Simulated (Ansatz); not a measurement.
# Ta(100) with 4 thermally displaced layers, 2x2: scattering by thermal displacements

Aim: the resistivity of Ta at 180 K from frozen thermal displacements between perfect leads.

Main program and level: Ansatz 0.2.0; Ansatz plane-wave DFT, PBE, PAW files; ballistic transport by layer matching (Landauer), zero bias; PAW set soft_1.

### Step 1. The structure

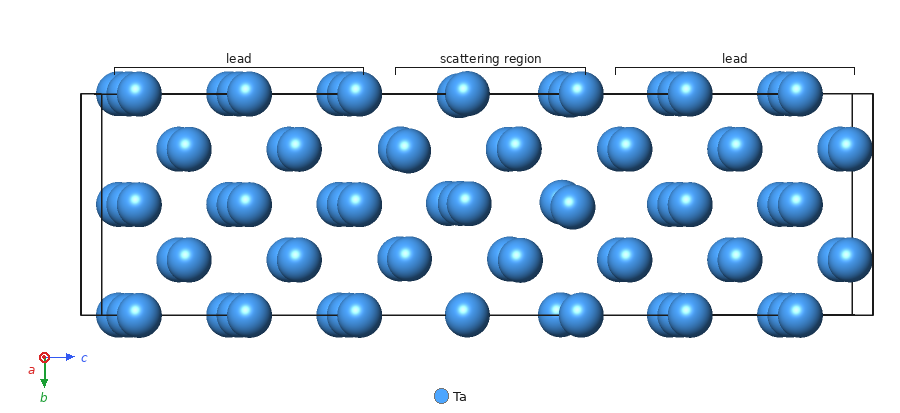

Start, viewed from the side, with the c axis across the page; tantalum blue. Some periodic images of atoms are drawn too.

The cell holds 56 atoms: 56 Ta. Cell: a = 6.605 Å, b = 6.605 Å, c = 23.118 Å, α = 90.0°, β = 90.0°, γ = 90.0°. It derives from Ta. Regions: lead, 40 atoms (40 Ta); scattering region, 16 atoms (16 Ta). The structure is stacked along c, and the current runs across the ab planes.

### Step 2. With 4 displaced layers

Each atom of 4 layers is moved at random, by amounts drawn from a normal law 0.0513 Å wide in each direction from the Debye model (240 K) at 180 K. The layers about the cell's end stay perfect and serve as the lead. Disorder leaves little or no symmetry, which makes such runs dear. Energies from -0.05 to 0.05 eV in steps of 0.05 eV are too few for the program's thermal sum, so it prints no conductance; for a metal the transmission near the Fermi level serves, at a fraction of the cost.

File input.yaml:

```yaml
crystal:
  lattice:
    - [6.60512, 0.0, 0.0]
    - [0.0, 6.60512, 0.0]
    - [0.0, 0.0, 23.11792]
  atoms:
    - { symbol: Ta, position: [0.0, 0.0, 0.0357142857] }
    - { symbol: Ta, position: [0.0, 0.5, 0.0357142857] }
    - { symbol: Ta, position: [0.5, 0.0, 0.0357142857] }
    - { symbol: Ta, position: [0.5, 0.5, 0.0357142857] }
    - { symbol: Ta, position: [0.25, 0.25, 0.1071428571] }
    - { symbol: Ta, position: [0.25, 0.75, 0.1071428571] }
    - { symbol: Ta, position: [0.75, 0.25, 0.1071428571] }
    - { symbol: Ta, position: [0.75, 0.75, 0.1071428571] }
    - { symbol: Ta, position: [0.0, 0.0, 0.1785714286] }
    - { symbol: Ta, position: [0.0, 0.5, 0.1785714286] }
    - { symbol: Ta, position: [0.5, 0.0, 0.1785714286] }
    - { symbol: Ta, position: [0.5, 0.5, 0.1785714286] }
    - { symbol: Ta, position: [0.25, 0.25, 0.25] }
    - { symbol: Ta, position: [0.25, 0.75, 0.25] }
    - { symbol: Ta, position: [0.75, 0.25, 0.25] }
    - { symbol: Ta, position: [0.75, 0.75, 0.25] }
    - { symbol: Ta, position: [0.0, 0.0, 0.3214285714] }
    - { symbol: Ta, position: [0.0, 0.5, 0.3214285714] }
    - { symbol: Ta, position: [0.5, 0.0, 0.3214285714] }
    - { symbol: Ta, position: [0.5, 0.5, 0.3214285714] }
    - { symbol: Ta, position: [0.2509771654, 0.2489732914, 0.3942792327] }
    - { symbol: Ta, position: [0.2508152755, 0.7458368198, 0.3936600824] }
    - { symbol: Ta, position: [0.7601345857, 0.2573606387, 0.3912944643] }
    - { symbol: Ta, position: [0.7401652439, 0.7451559599, 0.3929489092] }
    - { symbol: Ta, position: [0.9819300438, 0.9982995684, 0.461519108] }
    - { symbol: Ta, position: [0.9943088757, 0.495770062, 0.4635833543] }
    - { symbol: Ta, position: [0.5031991601, 0.0081023319, 0.4640002968] }
    - { symbol: Ta, position: [0.5106200466, 0.4948301593, 0.4650662596] }
    - { symbol: Ta, position: [0.2570216992, 0.2507306562, 0.5340633092] }
    - { symbol: Ta, position: [0.2428364229, 0.7464425909, 0.5362032398] }
    - { symbol: Ta, position: [0.7421533269, 0.2483743039, 0.5353607188] }
    - { symbol: Ta, position: [0.7542034093, 0.7516683138, 0.5365034082] }
    - { symbol: Ta, position: [0.9949184955, 0.998992653, 0.608883713] }
    - { symbol: Ta, position: [0.0116068293, 0.4902146418, 0.610504599] }
    - { symbol: Ta, position: [0.5104600379, 0.0060722907, 0.6077300938] }
    - { symbol: Ta, position: [0.4975602166, 0.511331622, 0.6114957067] }
    - { symbol: Ta, position: [0.25, 0.25, 0.6785714286] }
    - { symbol: Ta, position: [0.25, 0.75, 0.6785714286] }
    - { symbol: Ta, position: [0.75, 0.25, 0.6785714286] }
    - { symbol: Ta, position: [0.75, 0.75, 0.6785714286] }
    - { symbol: Ta, position: [0.0, 0.0, 0.75] }
    - { symbol: Ta, position: [0.0, 0.5, 0.75] }
    - { symbol: Ta, position: [0.5, 0.0, 0.75] }
    - { symbol: Ta, position: [0.5, 0.5, 0.75] }
    - { symbol: Ta, position: [0.25, 0.25, 0.8214285714] }
    - { symbol: Ta, position: [0.25, 0.75, 0.8214285714] }
    - { symbol: Ta, position: [0.75, 0.25, 0.8214285714] }
    - { symbol: Ta, position: [0.75, 0.75, 0.8214285714] }
    - { symbol: Ta, position: [0.0, 0.0, 0.8928571429] }
    - { symbol: Ta, position: [0.0, 0.5, 0.8928571429] }
    - { symbol: Ta, position: [0.5, 0.0, 0.8928571429] }
    - { symbol: Ta, position: [0.5, 0.5, 0.8928571429] }
    - { symbol: Ta, position: [0.25, 0.25, 0.9642857143] }
    - { symbol: Ta, position: [0.25, 0.75, 0.9642857143] }
    - { symbol: Ta, position: [0.75, 0.25, 0.9642857143] }
    - { symbol: Ta, position: [0.75, 0.75, 0.9642857143] }
kpoints:
  mp_grid: { grid: [4, 4, 1] }
hamiltonian:
  xc: pbe
  pseudopotentials: { kind: paw, azcp: { folder: soft_1 } }
scf:
  occupations: { method: fermi_dirac, width: 0.1 }
output:
  transmission: { leads: [[0, 4]], kmesh: [8, 8], e_range: [-0.05, 0.05], de: 0.05 }
  write_potential: true
  write_density: true
  volumetric_format: npy
  elf: true
```

Run with:

```sh
ansatz run input.yaml --threads 4 --pin off --max-ram 15360MiB --backend cpu --events-out ev --progress --plain --runs-dir out
```

Numbers of over 12 decimals in the logs are rounded to 6 here.

The log of the run:

```text
Engine: ansatz 0.2.0, aarch64-unknown-linux-gnu
Pseudopotentials: kind: paw
Pseudopotential: Ta, paw, valence charge 13, recommended cutoff 420 eV (normal), soft_1/Ta.paw.azcp
Functional definition: PBE
  parameter kappa = 0.804
  parameter beta = 0.066725
  exchange = pbe_x(kappa = kappa, mu = beta*pi^2/3)
  correlation = pbe_c(beta = beta)
Crystal: 56 atoms, lattice volume = 1008.580 Å³
Basis set: ecut = 420 eV, 19677 PW (Γ)
Bands: 437, of which v1, the nominal top of the filled ones, is band 364 counted from 1 (363 counted from 0)
Symmetry: 1 space group operations
Space group: P1 (ITA 1), of the structure as read, at distance tolerance 1.0e-4 Å
k-points: 10 of 16 (time reversal used)
Non-local potential: Ta, projectors of the file, l = 0: 3, l = 1: 2, l = 2: 2, l = 3: 1
PAW form: soft (Blöchl's): semilocal exchange-correlation on the pseudo side does not see the compensation charge
PAW one-centre angular grid: Ta, 590 points (default); XC on 64 Gauss nodes
Initial density: superposition of atomic densities (chi_scale 0.1, normalization cell)
Initial wavefunctions: pseudopotential atomic-orbital guess
Functional: x = pbe(κ = 0.804, μ = 0.219515), c = pbe(β = 0.066725)
SCF iter   1: F=—  HF=-556268.201573 eV  |F-HF|=—  |Δ(HF+E_count)|=         —  Δρ=4.17e-2  dr2=2.15e1  ethr=3.10e-3  ⟨swp⟩=5.9  Hψ=17327  notcnv=0  defer=1
preconditioner: auto → Kerker (q_TF=auto, 2.584 Å⁻¹)  [metal: Δε(μ)=0.011 eV  Ē_g=4.265 eV  σ=0.100 eV  W_gap=0.03  n_scr=294 (ndim 8)  ℏωp=19.6 eV  f_vac=0.000  D(μ)=65.87/eV (n_scr^D=684)]
SCF iter   2: F=—  HF=-556263.964748 eV  |F-HF|=—  |Δ(HF+E_count)|=    4.24e0  Δρ=2.56e-2  dr2=7.24e0  ethr=2.95e-3  ⟨swp⟩=2.0  Hψ=5404  notcnv=0  defer=138
SCF iter   3: F=—  HF=-556261.757377 eV  |F-HF|=—  |Δ(HF+E_count)|=    2.21e0  Δρ=2.93e-3  dr2=7.11e-2  ethr=9.94e-4  ⟨swp⟩=2.1  Hψ=7596  notcnv=0  defer=138
SCF iter   4: F=—  HF=-556261.748823 eV  |F-HF|=—  |Δ(HF+E_count)|=   8.55e-3  Δρ=3.11e-4  dr2=8.08e-4  ethr=9.77e-6  ⟨swp⟩=2.8  Hψ=8085  notcnv=0  defer=138
SCF iter   5: F=—  HF=-556261.748701 eV  |F-HF|=—  |Δ(HF+E_count)|=   1.21e-4  Δρ=5.85e-5  dr2=1.75e-5  ethr=1.11e-7  ⟨swp⟩=2.0  Hψ=7418  notcnv=0  defer=138
SCF iter   6: F=—  HF=-556261.748062 eV  |F-HF|=—  |Δ(HF+E_count)|=   6.39e-4  Δρ=6.93e-6  dr2=2.99e-7  ethr=2.40e-9  ⟨swp⟩=2.2  Hψ=7897  notcnv=0  defer=138
SCF iter   7: F=-556261.748062 eV  HF=-556261.748062 eV  |F-HF|=3.49e-10  |Δ(HF+E_count)|=   1.65e-8  Δρ=1.02e-6  dr2=7.62e-9  ethr=1.37e-11  ⟨swp⟩=10.8  Hψ=11418  notcnv=0
SCF 1 converged in 7 iterations: F = -556261.748062 eV  dr2 = 7.62e-9
  greatest PAW one-centre occupation: 0.999 electrons in one spin orbital (limit 2), on the Ta atom at site 43 (counted from 0), in its partial waves of l = 0
transmission: 144 of 1428 steps passed
transmission: 288 of 1428 steps passed
[...]
transmission: 1428 of 1428 steps passed
SCF converged after 7 iterations
Free energy (F): -556261.748062 eV
Harris-Foulkes:  -556261.748062 eV  (|F-HF|=3.49e-10)
Internal energy: -556259.437740 eV  (E = F + TS)
E sigma→0 (E₀):  -556260.592901 eV
Entropy (-TS):   -2.310322 eV (-41.256 meV/atom)
Fermi energy:    18.521676 eV
--- Per-component energies (eV) ---
  E_band       = -5880.312184
  E_kinetic    = 22046.106771
  E_local      = -30708.954835  (includes V_loc(G=0)·N_el)
  E_nonlocal   = -614.338023
  E_hartree    = 11129.302817
  E_xc         = -17994.311370
  E_vxc        = -13089.359341  (∫ρ·V_xc dr)
  E_paw        = -465060.912387  (= ΣΔE_a)
  E_vpaw       = -5772.380822  (= ΣTr[D̂ρ^β])
  E_aug_tail   = 0.005395  (compensation charges beyond the density's cutoff)
  E_ewald      = -75056.336108
  E_smearing   = -2.310322  (= −TS)
  E_closure    = 0.000000  (closes the sum)
  Σ components = -556261.748062   (vs F -556261.748062, Δ=0.00e0)
--- Band table (eV; the first three rows and the last of 10) ---
  k-point 0: bands = [... 360 lower, 19.1838, 19.1934, 19.1966, 19.2351, 19.2422, 19.2490, 19.4062, 19.4204, ... 69 higher]
  k-point 1: bands = [... 360 lower, 18.8880, 18.8920, 18.8945, 18.9089, 18.9282, 18.9482, 18.9826, 19.0115, ... 69 higher]
  k-point 2: bands = [... 360 lower, 18.3717, 18.4028, 18.4191, 18.4532, 18.4651, 18.4806, 18.5892, 18.5942, ... 69 higher]
  k-point 9: bands = [... 360 lower, 17.9309, 17.9364, 17.9423, 17.9443, 17.9592, 17.9693, 17.9740, 17.9867, ... 69 higher]
--- Transmission ---
  basis      : 377 plane waves across, 42 finite elements along
  points     : 34, standing for a mesh of 8 x 8
  energies   : 3 from -0.050000 to 0.050000 eV about the Fermi level, 0.050000 eV apart; the leads are filled to 0.000000 eV, and channels, transmission and decay are at 0.000000 eV
  crystal 0  : Ta4, at the sites [0, 4], period 1.6513 Å, over 16.51 Å; its Hamiltonian steps by up to 2.8 meV
    offset         : up to 0.0000 Å between an atom of the period and one for which it stands
    channels       : 1.048438e1 a spin
    conductance    : none, the energies end too early or step too widely for 300 K: set another output.transmission.e_range or a lower de, or, where they end at an eighth of basis.ecutwfc, a higher one
  junction   : crystal 0 to crystal 0, 0.70 to 22.16 Å
    transmission   : 8.909679e0 a spin
    conductance    : none, the energies end too early or step too widely for 300 K: set another output.transmission.e_range or a lower de, or, where they end at an eighth of basis.ecutwfc, a higher one
```

The job ended after 18 min (4 threads of Arm Neoverse V1, shared host; peak memory 8.2 GiB; 60 min of CPU time).

Reading the cycles: dr2 is the Hartree energy of the density residual (eV), the measure of convergence; HF is the Harris–Foulkes estimate of the energy, which meets the free energy F at convergence.

Numbers from this step:

| Property | Result |
| --- | --- |
| free energy | -556261.7481 eV |
| energy at zero smearing | -556260.5929 eV |
| Fermi energy | 18.52 eV |
| cell area | 43.63 Å² |
| transmission per spin nearest the Fermi level | 8.910 |
| open channels per spin nearest the Fermi level | 10.48 |
| step of the lead's potential | 2.8 meV |

Per spin. Table of transmission, zone mean by energy, zero at the Fermi level:

| energy (eV) | transmission, zone mean |
| --- | --- |
| -0.0500 | 9.02 |
| 0.0000 | 8.91 |
| 0.0500 | 8.54 |

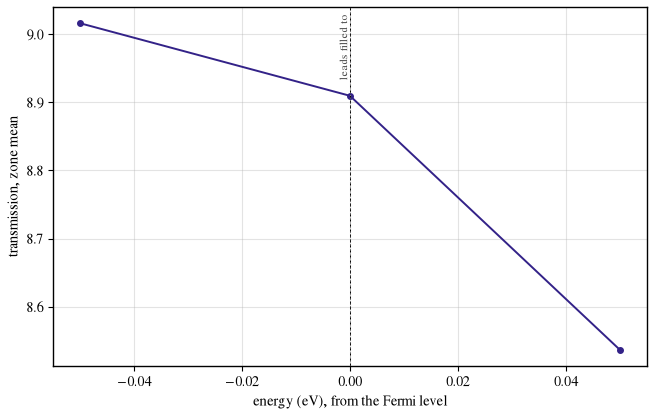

Transmission, zone mean against energy.

Per spin. The open channels, zone mean, lead by energy, zero at the Fermi level:

| energy (eV) | open channels, zone mean, lead |
| --- | --- |
| -0.0500 | 10.3 |
| 0.0000 | 10.5 |
| 0.0500 | 9.98 |

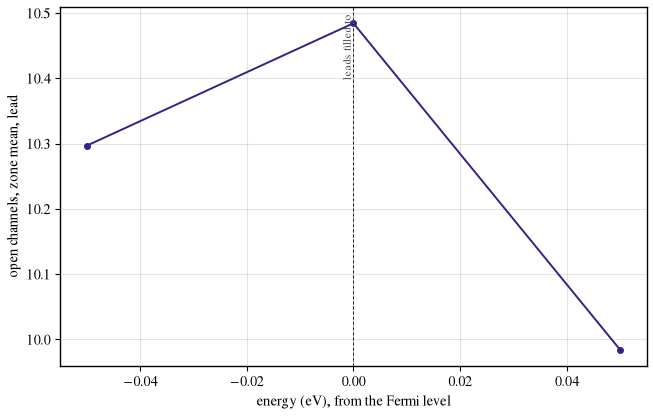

Open channels, zone mean, lead, plotted against energy.

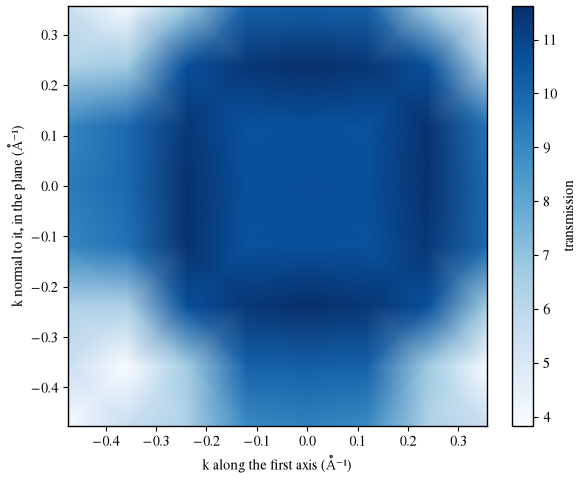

Transmission over k1 and k2. At 0.0000 eV from the Fermi level.

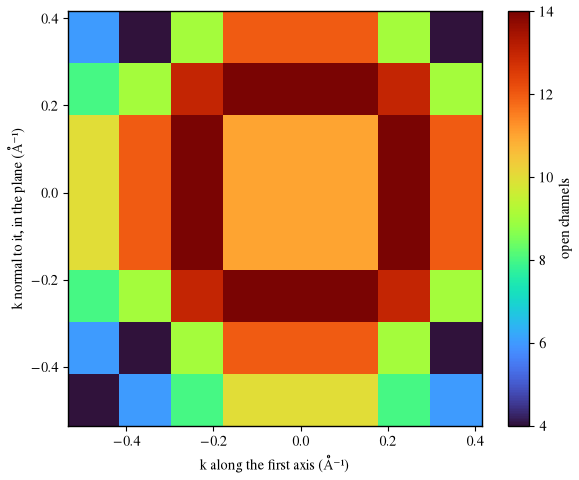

Open channels over k1 and k2. At 0.0000 eV from the Fermi level.

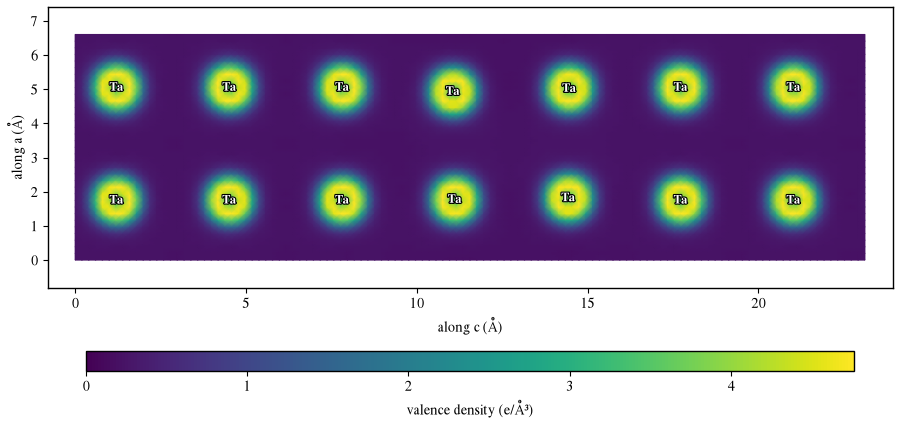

Valence density in the ca plane at fractional y = 0.000, with atoms of Ta within 0.2 Å of it. It is the smooth field of the valence electrons, not physical close to the nuclei. The map starts off the cell's origin, so that atoms lie inside it.

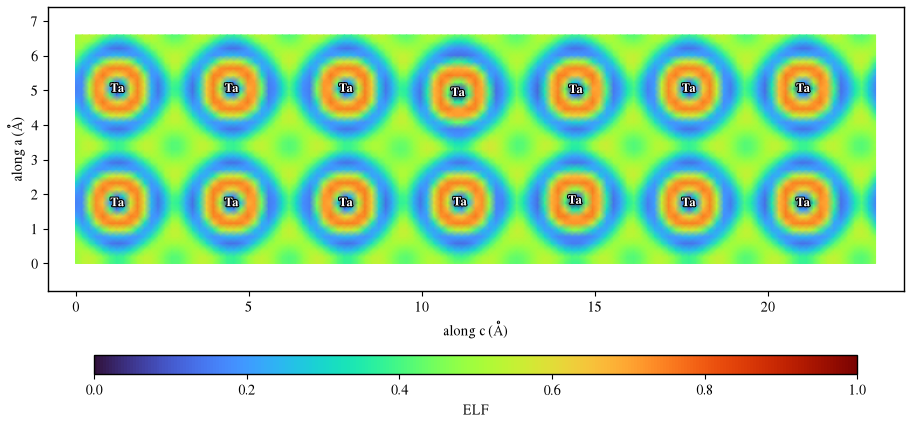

ELF in the ca plane at fractional y = 0.000, with atoms of Ta within 0.2 Å of it. It is the smooth field of the valence electrons, not physical close to the nuclei. The map starts off the cell's origin, so that atoms lie inside it.

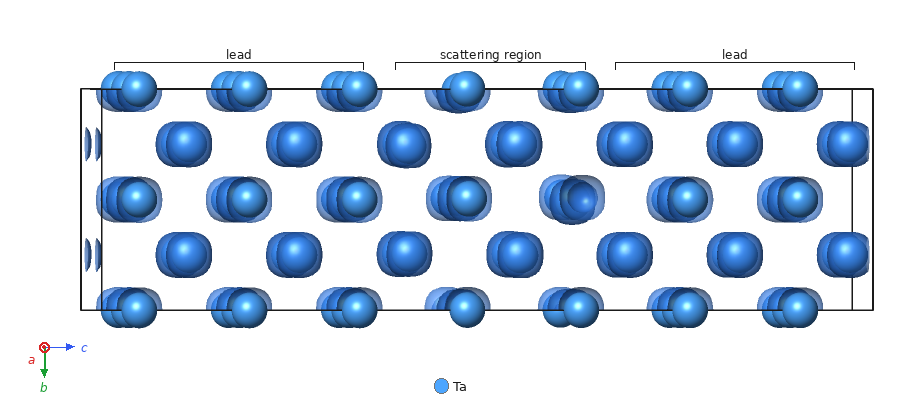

Surface of ELF = 0.69.

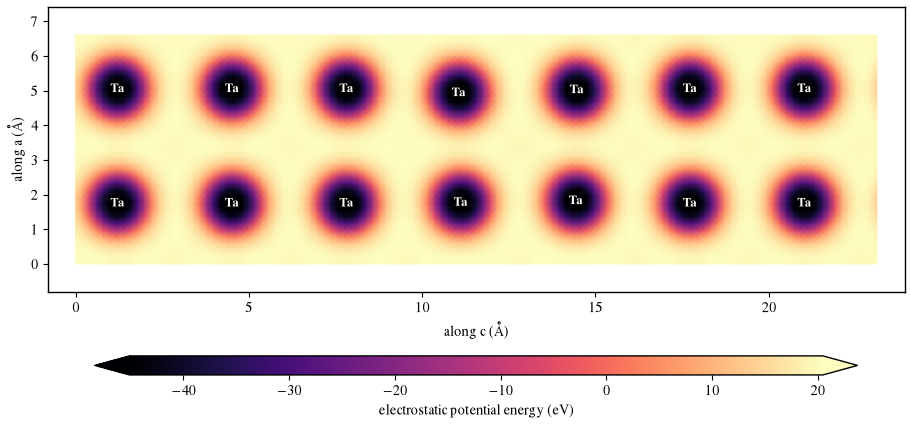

Electrostatic potential energy in the ca plane at fractional y = 0.000, with atoms of Ta within 0.2 Å of it. With pseudopotentials it is smooth inside the atoms' cores, unlike the true potential. The map starts off the cell's origin, so that atoms lie inside it.

Over the solved energies the transmission per spin lies between 8.54 and 9.02, out of 10.3 channels of the lead on average (up to 10.5).

(Part 1 of 3 ends here.)

[Logs are printed without paths, hosts, clocks, repeated set-up lines and the standing remarks that a program may print on its own settings, such as how far it seeks lower states.]

[Hosts, paths, dates, database ids (printed as entryN), source tags and the programs' standing remarks are cut or masked in the printed files.]
